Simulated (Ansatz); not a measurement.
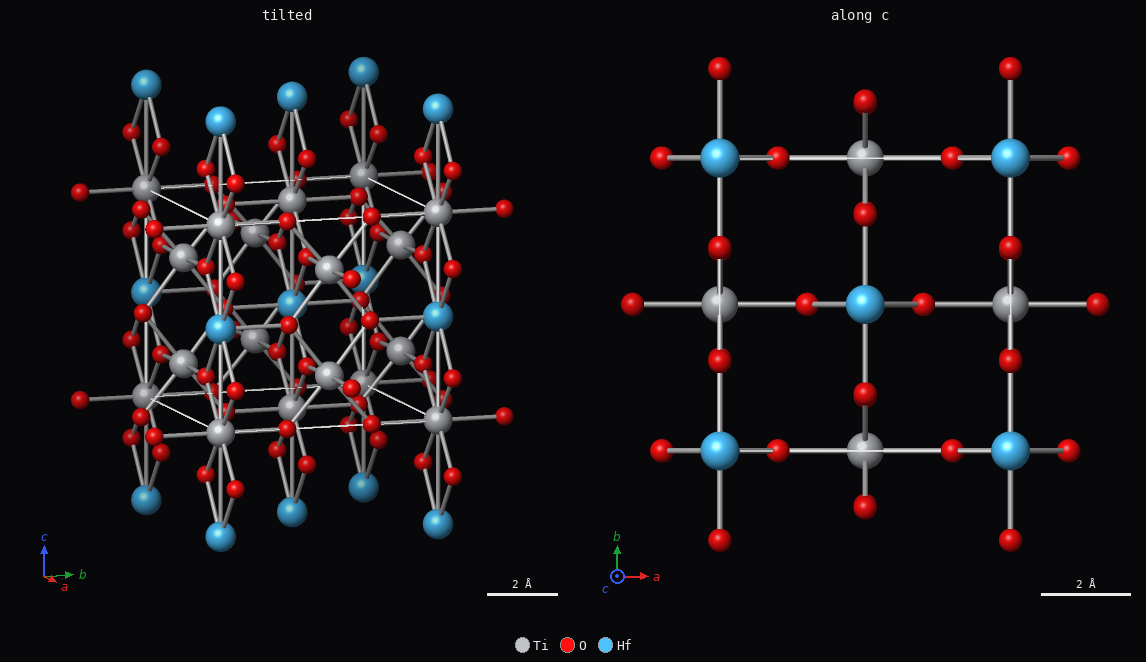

The figure gives a ball-and-stick picture of the atoms, viewed slightly off an axis and along the c axis. One conventional unit cell is framed, with atoms on its boundary repeated. Some atoms of the next cells are drawn as well.

HfTi$_{3}$O$_{8}$, space group Cmmm (No. 65), a = 6.560 Å, b = 6.607 Å, c = 6.053 Å, α = 90.00°, β = 90.00°, γ = 90.00°. Provenance: a structure type filled with these elements by a generator (whether the compound takes this form wasn't checked). Earlier steps of the study, as a rule a relaxation of our own, may have changed the cell and positions, so they can lie some per cent off the listed ones. An electronic-structure calculation with Ansatz was run on it.

This one geometry was computed with Ansatz (DFT, plane waves, PAW) at five levels of theory: r2SCAN, PBE0, PBE, PBE with spin-orbit coupling and HSE06. It was relaxed beforehand with r2SCAN.

Question: Which level gives the highest pressure at this volume, and what does that say about its equilibrium volume?

Answer: Highest: PBE (5.2 GPa) and PBE with spin-orbit coupling (5.1 GPa), which points to the largest equilibrium volume. Lowest, with the smallest volume: PBE0 (-2.0 GPa) and HSE06 (-1.9 GPa). Levels within 0.5 GPa of each other can't be told apart.

Question: How does the band gap change with the level of theory?

Answer: PBE: a gap of 2.01 eV, indirect; PBE with spin-orbit coupling: a gap of 2.01 eV, indirect; r2SCAN: a gap of 2.36 eV, indirect; HSE06: a gap of 3.52 eV, indirect; PBE0: a gap of 4.28 eV, indirect.

Question: Collect the results in a table.

Answer:
| level | cutoff (eV) | k-mesh of the run's cell | gap (eV) | pressure (GPa) |
| --- | --- | --- | --- | --- |
| r2SCAN | 500 | 6×6×4 | 2.36 | 0.0 |
| PBE0 | 420 | 4×4×4 | 4.28 | -2.0 |
| PBE | 420 | 6×6×4 | 2.01 | 5.2 |
| PBE with spin-orbit coupling | 420 | 6×6×4 | 2.01 | 5.1 |
| HSE06 | 420 | 4×4×4 | 3.52 | -1.9 |

Gaps are taken on the k-mesh or band path of each run.
